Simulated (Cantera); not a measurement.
Charge: 1 mol Si, a varied amount of Cl2, 4.7 mol H2, at 523.15 K and 0.100 bar.

These are equilibrium values from Cantera (NASA tables, ideal gas, pure condensed phases), not measurements of a reactor. Candidate condensed phases: Si; 19 gas species. The numbers say what is thermodynamically allowed, not how fast it happens.

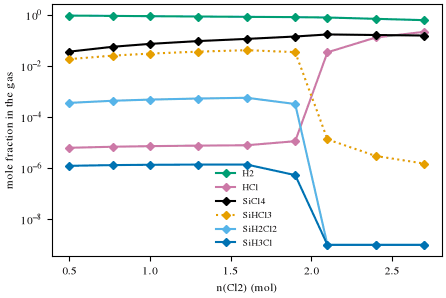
Figure. Equilibrium gas composition (values under 1e-9 drawn at 1e-9)

**Question.** Read off the mole fractions at 1 mol Cl2.

**Answer.** H2 about 0.90, SiCl4 about 0.074, SiHCl3 about 0.031, SiH2Cl2 about 0.00049, HCl about 7.3e-6, SiH3Cl about 1.4e-6.
